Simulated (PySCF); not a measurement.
# Two runs on C₂H₇NSi

System: C₂H₇NSi, SMILES C=C[SiH2]N.
Method of run 1: GIAO PBE0/6-31G* NMR shielding, non-relativistic, gas phase (PySCF 2.14.0).

The geometry comes from this level: PBE0-D3(BJ)/def2-SVP. Text and figures count atoms from 1; the logs count them from 0 in places.

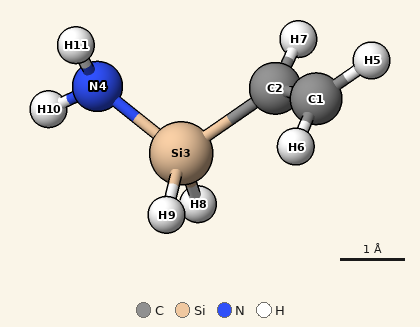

**Figure 1.** The structure (ball-and-stick view, seen at a tilt; atoms are numbered from 1 in the order of the input). Bond lengths as drawn: C–C 1.34 Å, C–H 1.10 Å, C–Si 1.87 Å, H–N 1.01 Å, H–Si 1.50 Å and N–Si 1.73 Å.

The input, run 1:
```
{"job": {"kind": "nmr", "xc": "PBE0", "basis": "6-31G*", "pop": true}, "charge": 0, "multiplicity": 1}
C     -2.035593     0.086315    -0.289767
C     -0.917663     0.213161     0.434816
Si     0.696066    -0.603051    -0.032355
N      1.941159     0.599322    -0.122895
H     -2.978743     0.565609    -0.002618
H     -2.058273    -0.508810    -1.210560
H     -0.953903     0.827169     1.344859
H      1.151144    -1.578932     1.006246
H      0.417580    -1.374488    -1.293917
H      2.912011     0.309713    -0.080845
H      1.830863     1.375421    -0.766829
```

The first line tells a small driver script what to run in PySCF; the rest is the geometry in Å.

Command:
```bash
OMP_NUM_THREADS=1 python <driver script> task.json out
```

Hardware: 1 CPU thread, shared host.

Output (run 1):
```
coarse grid: 9200 points
cycle   1  E = -424.3409814601  dE =  1.487e-01  |g| = 4.643e-01  |ddm| = 2.823e+00
cycle   2  E = -424.3138826753  dE =  2.710e-02  |g| = 5.730e-01  |ddm| = 8.912e-01
cycle   3  E = -424.3914949748  dE = -7.761e-02  |g| = 6.236e-02  |ddm| = 5.376e-01
cycle   4  E = -424.3923599745  dE = -8.650e-04  |g| = 2.474e-02  |ddm| = 7.486e-02
cycle   5  E = -424.3925111717  dE = -1.512e-04  |g| = 8.231e-03  |ddm| = 2.580e-02
cycle   6  E = -424.3925279597  dE = -1.679e-05  |g| = 2.308e-03  |ddm| = 8.407e-03
cycle   7  E = -424.3925294018  dE = -1.442e-06  |g| = 2.209e-04  |ddm| = 2.264e-03
final grid: 82944 points
cycle   8  E = -424.3492434043  dE = -1.034e-05  |g| = 7.043e-03  |ddm| = 1.280e-02
cycle   9  E = -424.3492376264  dE =  5.778e-06  |g| = 8.774e-03  |ddm| = 1.354e-02
cycle  10  E = -424.3492558416  dE = -1.822e-05  |g| = 6.835e-04  |ddm| = 7.378e-03
cycle  11  E = -424.3492559615  dE = -1.199e-07  |g| = 1.049e-04  |ddm| = 7.025e-04
cycle  12  E = -424.3492559640  dE = -2.560e-09  |g| = 2.241e-05  |ddm| = 1.026e-04
cycle  13  E = -424.3492559641  dE = -7.208e-11  |g| = 1.658e-05  |ddm| = 3.596e-05
converged SCF energy = -424.3492559641

GIAO shielding tensors (ppm)
atom      isotropic    diamagn.    paramagn.     s11        s22        s33       span
  0 C       60.136     256.122    -195.986    -56.024     64.951    171.480    227.504
  1 C       65.106     255.397    -190.291    -40.265     53.950    181.632    221.896
  2 Si     427.605     882.400    -454.795    389.954    432.884    459.977     70.024
  3 N      258.505     319.381     -60.876    229.984    258.269    287.261     57.278
  4 H       25.750      28.967      -3.217     22.724     25.408     29.119      6.395
  5 H       25.739      31.312      -5.574     22.536     25.258     29.422      6.886
  6 H       25.624      29.883      -4.259     23.875     25.374     27.623      3.748
  7 H       26.808      29.765      -2.957     24.086     25.225     31.114      7.028
  8 H       26.823      30.861      -4.038     23.460     25.841     31.167      7.707
  9 H       32.335      28.809       3.525     25.119     28.026     43.859     18.740
 10 H       32.620      30.099       2.521     25.435     29.490     42.934     17.499
```

Run 2 used a changed input.

The two runs side by side:

```csv
quantity,run 1,run 2
outcome,converged,converged
total energy (hartree),−424.349256,−424.443619
HOMO (eV),−7.03,−7.34
LUMO (eV),−0.06,−0.51
dipole moment (D),1.16,1.06
shielding of C1 (ppm),60.1,42.2
shielding of C2 (ppm),65.1,42.8
shielding of Si3 (ppm),427.6,362.8
shielding of N4 (ppm),258.5,253.6
shielding of H7 (ppm),25.6,24.9
shielding of H10 (ppm),32.3,31.5
shielding of H11 (ppm),32.6,31.8
SCF iterations,13,13
basis functions,74,172
wall time (shared host),4.7 s,12 s
```

Which change of the input explains these differences?

The change (lines with − go, lines with + come):
```diff
-"basis": "6-31G*"
+"basis": "def2-TZVP"
```

The total energy of run 2 is 59.2 kcal/mol lower, which measures the change of basis and not a stability. The HOMO goes from −7.03 to −7.34 eV. The LUMO goes from −0.06 to −0.51 eV. The dipole moment goes from 1.16 to 1.06 D. Of all shieldings, the largest change is that of Si3, by −64.8 ppm. The number of SCF iterations is the same. The basis functions go from 74 to 172.

Output (run 2):
```
coarse grid: 9200 points
cycle   1  E = -424.3998915253  dE =  1.273e-01  |g| = 4.827e-01  |ddm| = 2.316e+00
cycle   2  E = -424.3634063211  dE =  3.649e-02  |g| = 6.282e-01  |ddm| = 7.762e-01
cycle   3  E = -424.4517089062  dE = -8.830e-02  |g| = 6.519e-02  |ddm| = 4.918e-01
cycle   4  E = -424.4524890460  dE = -7.801e-04  |g| = 3.262e-02  |ddm| = 5.970e-02
cycle   5  E = -424.4527474720  dE = -2.584e-04  |g| = 8.638e-03  |ddm| = 2.233e-02
cycle   6  E = -424.4527641143  dE = -1.664e-05  |g| = 3.163e-03  |ddm| = 6.680e-03
cycle   7  E = -424.4527666038  dE = -2.490e-06  |g| = 3.112e-04  |ddm| = 2.293e-03
final grid: 82944 points
cycle   8  E = -424.4436079284  dE = -2.729e-05  |g| = 7.193e-03  |ddm| = 2.999e-02
cycle   9  E = -424.4436010653  dE =  6.863e-06  |g| = 9.122e-03  |ddm| = 1.054e-02
cycle  10  E = -424.4436193241  dE = -1.826e-05  |g| = 7.234e-04  |ddm| = 5.877e-03
cycle  11  E = -424.4436194342  dE = -1.101e-07  |g| = 2.221e-04  |ddm| = 6.284e-04
cycle  12  E = -424.4436194462  dE = -1.196e-08  |g| = 4.100e-05  |ddm| = 1.595e-04
cycle  13  E = -424.4436194464  dE = -2.443e-10  |g| = 2.923e-05  |ddm| = 4.304e-05
converged SCF energy = -424.4436194464

GIAO shielding tensors (ppm)
atom      isotropic    diamagn.    paramagn.     s11        s22        s33       span
  0 C       42.183     254.051    -211.868    -86.527     47.864    165.212    251.739
  1 C       42.849     251.270    -208.421    -77.468     30.925    175.088    252.556
  2 Si     362.789     876.774    -513.985    319.262    364.402    404.703     85.441
  3 N      253.569     311.404     -57.834    225.384    257.457    277.867     52.483
  4 H       25.014      29.210      -4.196     21.711     24.789     28.541      6.829
  5 H       25.087      31.331      -6.245     21.497     24.981     28.782      7.286
  6 H       24.866      30.439      -5.573     21.742     25.425     27.429      5.687
  7 H       26.326      29.371      -3.045     23.759     24.934     30.284      6.525
  8 H       26.257      30.483      -4.225     23.223     25.079     30.469      7.246
  9 H       31.550      28.955       2.595     24.912     27.341     42.397     17.485
 10 H       31.787      30.232       1.555     25.341     28.578     41.442     16.101
```
